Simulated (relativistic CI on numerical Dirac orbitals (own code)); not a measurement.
# Hf XLV (Hf⁴⁴⁺): levels and lines

What are the lowest levels and the strongest lines of Hf⁴⁴⁺? One CI run answers it; runs with one setting changed show what the result hangs on.

The numbers are computed with relativistic CI on numerical Dirac orbitals (own code) version 2 (Dirac-Coulomb-Breit CI, KLI orbitals optimised for each configuration, model QED (radiative potential, 1s self-energy scaled to tabulated hydrogen-like ionisation energies)), except any that are marked as measured or tabulated.

## 1. What is computed

```
ion                       : Hf⁴⁴⁺ (Hf XLV)
nuclear charge            : 72
electrons                 : 28
isotope                   : A = 180
first configuration typed : [Ar] 3d10
```

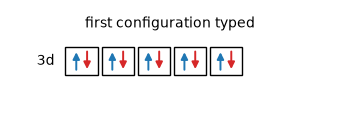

Occupation of the outer shells (arrows by Hund's rule).

## 2. Base run

The run's settings:

```ini
atom Hf  Z=72  charge=44  electrons=28
nucleus A=180  rms_radius_fm=5.3470
hamiltonian dirac-coulomb  breit=on  qed=on  c_scale=1
orbitals kli  potential=per-configuration
slater_scale 1
correlation none
mixing on
configurations
  [Ar] 3d10
  [Ar] 3d9 4s
  [Ar] 3d9 4p
  [Ar] 3d9 4d
  [Ne] 3s2 3p5 3d10 4s
  [Ar] 3d9 4f
  [Ne] 3s2 3p5 3d10 4p
  [Ar] 3d8 4s2
  [Ne] 3s2 3p5 3d10 4d
  [Ar] 3d8 4s 4p
  [Ne] 3s 3p6 3d10 4s
  [Ar] 3d9 5s
  [Ar] 3d8 4p2
  [Ne] 3s2 3p5 3d10 4f
  [Ar] 3d8 4s 4d
  [Ar] 3d9 5p
end
```

## 3. Without the Breit term

Settings: those of step 2 with these lines changed.

```diff
@@ -2,3 +2,3 @@
 nucleus A=180  rms_radius_fm=5.3470
-hamiltonian dirac-coulomb  breit=on  qed=on  c_scale=1
+hamiltonian dirac-coulomb  breit=off  qed=on  c_scale=1
 orbitals kli  potential=per-configuration
```

## 4. Without configuration mixing

Settings: those of step 3 with these lines changed.

```diff
@@ -2,3 +2,3 @@
 nucleus A=180  rms_radius_fm=5.3470
-hamiltonian dirac-coulomb  breit=off  qed=on  c_scale=1
+hamiltonian dirac-coulomb  breit=on  qed=on  c_scale=1
 orbitals kli  potential=per-configuration
@@ -6,3 +6,3 @@
 correlation none
-mixing on
+mixing off
 configurations
```

(Steps that only read results are left out.)

What does the calculation give? Wanted: lowest level; first excitation; lowest level of the other parity; fastest E1 line; ionisation energy.

As calculated:

| run | time | mean size of shift, levels followed (cm⁻¹) | lowest level | ionisation energy (eV) |
| --- | --- | --- | --- | --- |
| main run | 0.63 s | 0 | 3d10 1S0 | 3741.2 |
| without the Breit term | 0.42 s | 7894 | 3d10 1S0 | 3743.8 |
| without configuration mixing | 0.63 s | 1840 | 3d10 1S0 | - |

The tabulated theoretical ionisation energy (NIST) is 3741 eV.

| quantity | value |
| --- | --- |
| lowest level | 3d10 1S0 |
| first excitation | 3d9 4s 3D3, 1448.50 eV |
| lowest level of the other parity | 3d9 4p [3d5/2^5 4p1/2] J=2°, 1540.30 eV |
| levels in the model | 455 |
| fastest E1 line (by rate) to the lowest level among the lowest 200 of 455 levels | 0.6120 nm, from 3d9 4f 1P°1 |
| ionisation energy | 3741.2 eV |
| ionisation energy, tabulated theoretical (NIST) | 3741 eV |

**Reading.** 3d10 1S0 comes out lowest; its LS label holds 100 % and its jj label 100 %; over the low levels the means are 72 and 100 %, so jj coupling describes them better. The ionisation energy agrees with the tabulated theoretical value within its uncertainty of 4 eV. Of the changes tried, the run «without the Breit term» moves the low levels most, by 7894 cm⁻¹ on average. Lifetimes count radiative decay inside the model alone.
